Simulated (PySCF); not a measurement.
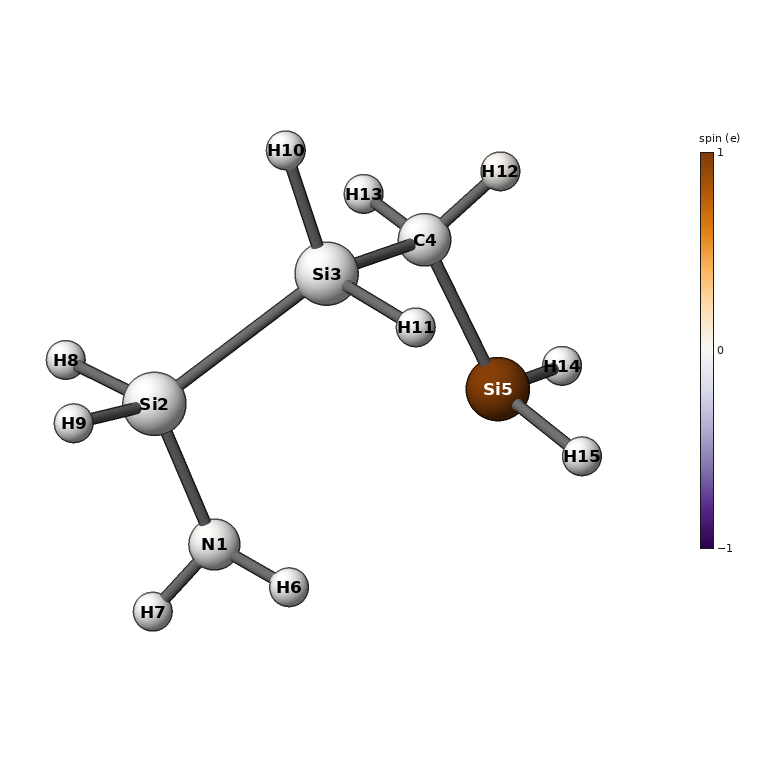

Atoms are coloured by their Mulliken spin populations. Charge 0, doublet. The computed structure is the end point of a GFN2-xTB optimisation. No frequency run is at hand to confirm it as a minimum. Properties computed with UKS B3LYP, pcH-1 on C H N Si, non-relativistic (PySCF 2.14.0).

Which atom carries the largest spin population?

Si5 (0.98 e).

Which atom has the lowest spin population?

C4 (−0.01 e).

Give the Mulliken spin populations atom by atom.

```csv
atom,value (e)
N1,0.01
Si2,0.00
Si3,0.00
C4,−0.01
Si5,0.98
H6,0.00
H7,0.00
H8,0.00
H9,0.00
H10,0.00
H11,0.00
H12,0.02
H13,0.00
H14,0.00
H15,0.00
```

Mulliken values depend strongly on the basis set. The geometry is semi-empirical. Around Si such bond lengths and angles can be off by a tenth of an ångström or more and by several degrees, and values that hang on the shape move with them.
